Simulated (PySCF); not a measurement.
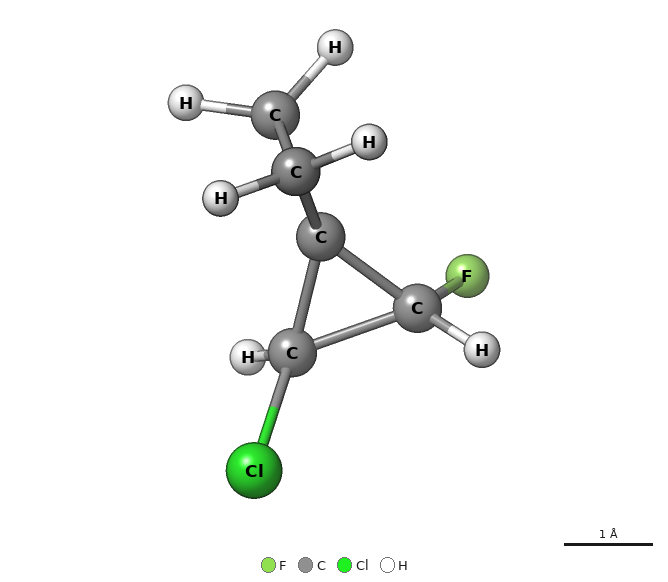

A ball-and-stick model of a molecule. Every bond is drawn as one stick, whatever its order.

The geometry was computed by an optimisation with GFN2-xTB. No frequency run is at hand to confirm it as a minimum.

Describe the molecule.

It has 13 atoms: 5 carbon, 6 hydrogen, 1 chlorine and 1 fluorine (C₅H₆ClF). As SMILES it reads `F[C@@H]1[C@@H](Cl)C12CC2`. Independent rings (smallest set): 2 of 3 members. Among its groups: C–F bond, C–Cl bond.

The parts below concern this one geometry. Atoms keep their numbers from picture to picture.

### Electronic properties

No frequency run is at hand to confirm it as a minimum. Properties computed with PBE0/def2-SVPD, gas phase (PySCF 2.14.0). Excitations: vertical, linear response.

Predict the main results.

- dipole moment: 1.88 D
- HOMO energy (Kohn–Sham orbital): −7.89 eV
- LUMO energy (Kohn–Sham orbital): 0.19 eV
- HOMO–LUMO gap: 8.07 eV
- mean static polarisability: 70.3 bohr³
- lowest vertical singlet excitation: 6.57 eV
- its oscillator strength: 0.002
- brightest of the 6 lowest singlets: 8.05 eV
- its oscillator strength: 0.02

### Quadrupole coupling

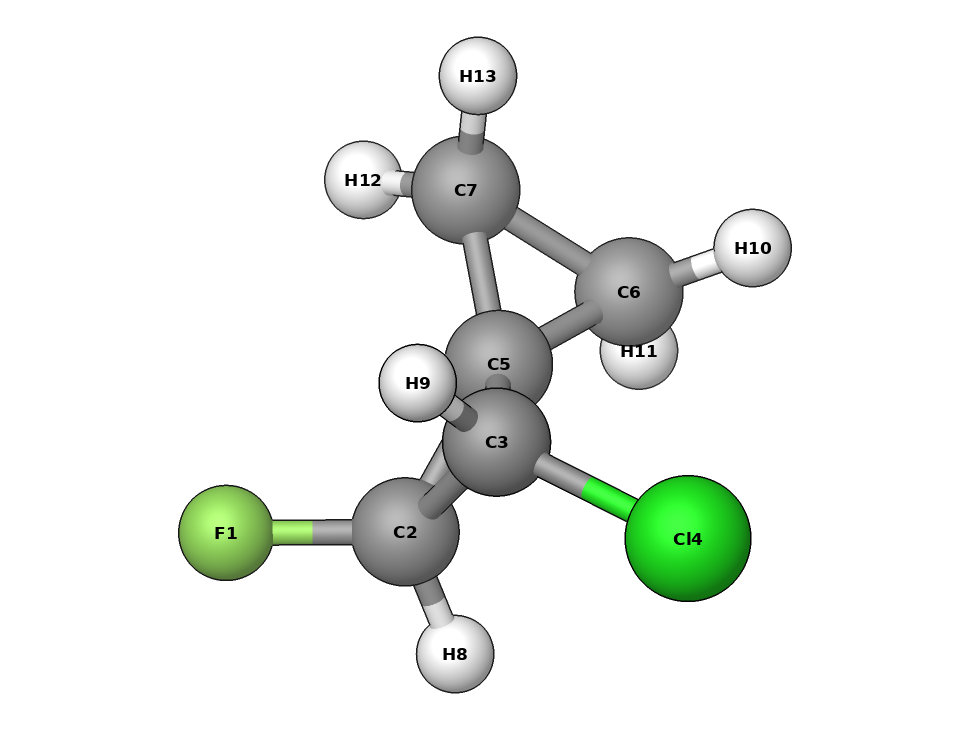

No frequency run is at hand to confirm it as a minimum. Electric field gradients from the ground-state density, PBE0/pcSseg-1 (PySCF 2.14.0), non-relativistic apart from any core potentials.

Give the largest field-gradient component, the quadrupole coupling constant and the asymmetry for 35Cl at Cl4 (Q = −81.7 mb), 2H at H8 (Q = 2.86 mb), 2H at H9 (Q = 2.86 mb), 2H at H10 (Q = 2.86 mb), 2H at H11 (Q = 2.86 mb).

| atom | V_zz (a.u.) | e²qQ/h (MHz) | η |
| --- | --- | --- | --- |
| Cl4 | 3.986 | −76.5 | 0.01 |
| H8 | 0.311 | 0.209 | 0.12 |
| H9 | 0.319 | 0.215 | 0.11 |
| H10 | 0.329 | 0.221 | 0.07 |
| H11 | 0.330 | 0.222 | 0.06 |

### NMR shielding

The questions are on isotropic NMR shieldings of the C atoms. No frequency run is at hand to confirm it as a minimum. Properties computed with GIAO PBE0/pcSseg-1 NMR shielding, non-relativistic, gas phase (PySCF 2.14.0).

**Which C atom is the most shielded (lowest chemical shift)?**

C6 (176.0 ppm).

**Which C atom is the least shielded (highest chemical shift)?**

C2 (102.5 ppm).

**How wide is the range of C shifts?**

73.5 ppm.

Give the isotropic NMR shieldings of the C atoms atom by atom.

| atom | σ (ppm) |
| --- | --- |
| C2 | 102.5 |
| C3 | 141.1 |
| C5 | 162.8 |
| C6 | 176.0 |
| C7 | 175.7 |
